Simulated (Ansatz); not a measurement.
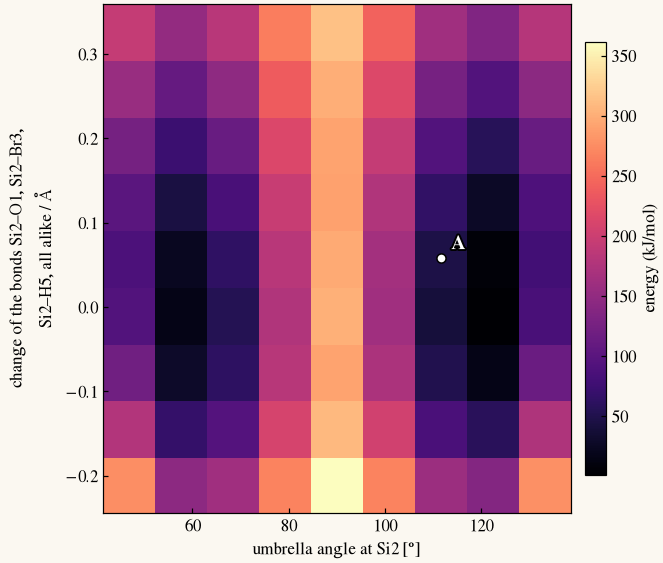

BrH2OSi, SMILES O[SiH-]Br, charge −1. The first coordinate is: umbrella angle at Si2 (between each of its bonds and their common axis; 90 is planar); the second: change of the bonds Si2–O1, Si2–Br3, Si2–H5, all alike. Nothing is relaxed (all other coordinates rigid). The grid has 9 × 9 points. Points are written as (first, second). Energies are in kJ/mol, from the relaxed molecule at the same level. Energies and slopes of some neighbouring points disagree (a jump in structure or state, or too coarse a mesh). Theory: RKS PBE0-D4/def2-TZVPD in Ansatz.

In the figure: one coloured cell a grid point, the point A.

Which way does the force act at A, and how strong is it?

Answer. A, at (111.6°, 0.058 Å), is not a stationary point. The computed force is 7.7 kJ/mol for each degree towards larger values of the first coordinate and 200 kJ/mol for each Å towards smaller values of the second coordinate.
